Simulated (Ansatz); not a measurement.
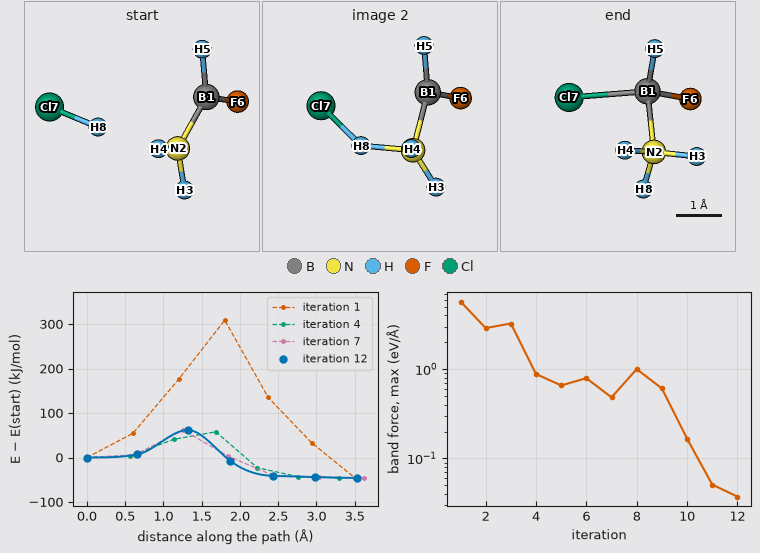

NEB run on BNH₄ClF. Images are numbered from 0 (start) to 6 (end). The plot follows the band through its iterations. The picture is a ball-and-stick view, seen at a tilt.

All numbers below come from RKS B3LYP-D4/def2-SVP (Ansatz). Set-up: 5 movable images; climbing image; force threshold 0.05 eV/Å; iteration limit 60; starting path through a guess of the saddle point.

> Did the band converge, and can the barrier be trusted?

The result is final at these settings. The band converged in 12 iterations. The largest component of the band force went from 5.7 to 0.037 eV/Å. The climbing image converged on the top of the path. Its vibrational analysis gives one imaginary mode (1018i cm⁻¹), as a transition state must have. The first iteration put the highest image at 308.8 kJ/mol. The energy climbs by 61.7 kJ/mol to image 2 and then falls by 107.5 kJ/mol, so the end point sits at −45.8 kJ/mol.

Cost: 2.6 min on 1 thread of Arm Neoverse V2, with other jobs on the host, peak memory 0.14 GiB.
